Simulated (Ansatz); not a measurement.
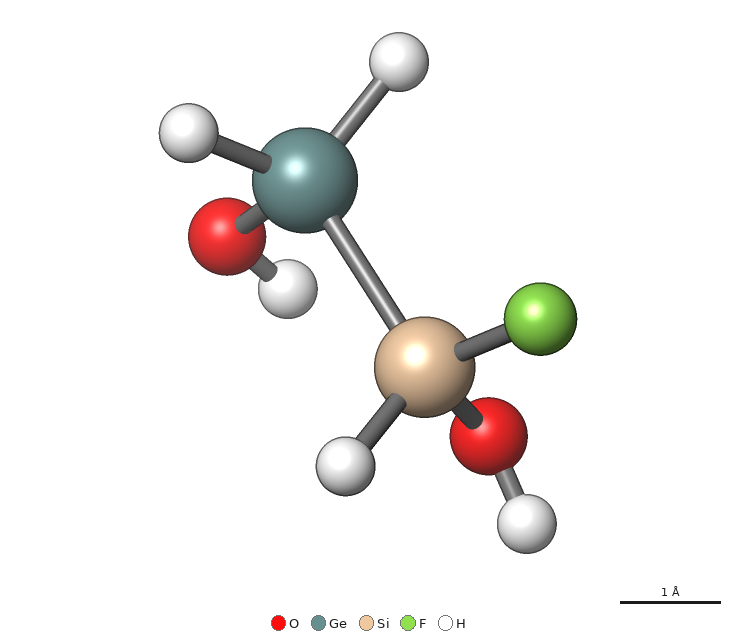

The structure as it stands in the input.

Ansatz 0.2.0 input:

```yaml
crystal:
  periodic: [false, false, false]
  atoms:
    - {symbol: O, position_ang: [-0.700811, -1.501390, -1.507316]}
    - {symbol: Ge, position_ang: [0.595587, -1.221132, -0.305857]}
    - {symbol: Si, position_ang: [0.329608, 1.024655, 0.461380]}
    - {symbol: O, position_ang: [-1.296944, 1.183250, 0.586854]}
    - {symbol: F, position_ang: [1.027095, 1.225868, 1.888799]}
    - {symbol: H, position_ang: [-1.540469, -1.152008, -1.198181]}
    - {symbol: H, position_ang: [0.469581, -2.234778, 0.851412]}
    - {symbol: H, position_ang: [1.897531, -1.474230, -1.078310]}
    - {symbol: H, position_ang: [0.893344, 2.093030, -0.404507]}
    - {symbol: H, position_ang: [-1.674522, 2.056725, 0.705726]}
basis:
  gaussian: {orbitals: def2-TZVPP}
hamiltonian: {xc: {name: wB97M-V}}
output: {forces: true, orbitals: {seedname: orbitals}}
```

It was started with:

```sh
ansatz run in.yaml --threads 2 --pin off --events-out ev --progress --plain --max-ram 32768MiB --backend cpu
```

Result:

```
Functional definition: wB97M-V
  name "wB97M-V"
  cite "Mardirossian & Head-Gordon, J. Chem. Phys. 144, 214110 (2016) doi:10.1063/1.4952647"
  cite "Becke, J. Chem. Phys. 107, 8554 (1997) doi:10.1063/1.475007"
  cite "Vydrov & Van Voorhis, J. Chem. Phys. 133, 244103 (2010) doi:10.1063/1.3521275"
  # Of w^i u^j: cxij and so on, Table III.
  parameter omega = 0.3/bohr
  parameter cx = 0.15
  parameter cx01 = 1.007
  parameter cx10 = 0.259
  parameter css00 = 0.443
  parameter css04 = -1.437
  parameter css10 = -4.535
  parameter css20 = -3.390
  parameter css43 = 4.278
  parameter cos00 = 1.000
  parameter cos10 = 1.358
  parameter cos20 = 2.924
  parameter cos21 = -8.812
  parameter cos60 = -1.390
  parameter cos61 = 9.142
  parameter b = 6.0
  parameter c = 0.01
  gx(w, u) = 1 - cx + cx01*u + cx10*w
  gss(w, u) = css00 + css04*u^4 + css10*w + css20*w^2 + css43*w^4*u^3
  gos(w, u) = cos00 + cos10*w + (cos20 + cos21*u)*w^2 + (cos60 + cos61*u)*w^6
  exchange = spin_sum(e_x_unif_sr(omega)*gx(b97_w, b97_u_x)) + cx*exact_x_sr(omega) + exact_x_lr(omega)
  correlation = spin_sum(e_c_pw_mod_same_spin*gss(b97_w, b97_u_same))
      + integral(e_c_pw_mod_opposite_spin*gos(b97_w_opposite, b97_u_opposite)) + vv10(b, c)
1430 factors; their error is unknown
298 factors; integrals over basis functions are off by at most 7.5e-6 eV
mean field evaluation 1: about -71281.3765 eV, gradient 7.3e1 eV
mean field evaluation 2: about -71277.6674 eV, gradient 8.9e1 eV
mean field evaluation 4: about -71289.5112 eV, gradient 3.5e0 eV
mean field evaluation 8: about -71289.5367 eV, gradient 9.2e-2 eV
mean field evaluation 16: about -71289.7080 eV, gradient 4.4e-4 eV
mean field -71289.70802193 eV, -2619.8484479065 hartree, gradient 6.0e-5 eV, S^2 0.000000; 0 other end points of the search recorded, 0 dependent functions left out
the calculation of the forces begins
reference -71289.70807175 eV, -2619.8484497370 hartree; 38, 38 occupied and 215, 215 virtual orbitals, 1430 factors
Total energy: -71289.70807175 eV, -2619.8484497370 hartree
Atom 0 at    -0.700811    -1.501390    -1.507316 Å, force    -0.093870     0.019378    -0.008952 eV/Å
Atom 1 at     0.595587    -1.221132    -0.305857 Å, force     0.156790     0.041818     0.138922 eV/Å
Atom 2 at     0.329608     1.024655     0.461380 Å, force     0.128174    -0.015505    -0.267480 eV/Å
Atom 3 at    -1.296944     1.183250     0.586854 Å, force    -0.093053     0.052524     0.005721 eV/Å
Atom 4 at     1.027095     1.225868     1.888799 Å, force     0.057319     0.000966     0.104799 eV/Å
Atom 5 at    -1.540469    -1.152008    -1.198181 Å, force     0.016383    -0.021107    -0.036291 eV/Å
Atom 6 at     0.469581    -2.234778     0.851412 Å, force     0.006174     0.076033    -0.093031 eV/Å
Atom 7 at     1.897531    -1.474230    -1.078310 Å, force    -0.099074     0.016745     0.056637 eV/Å
Atom 8 at     0.893344     2.093030    -0.404507 Å, force    -0.069861    -0.130658     0.103923 eV/Å
Atom 9 at    -1.674522     2.056725     0.705726 Å, force    -0.008982    -0.040194    -0.004249 eV/Å
Dipole moment:    -0.171144     0.404077     0.091868 e Å
```
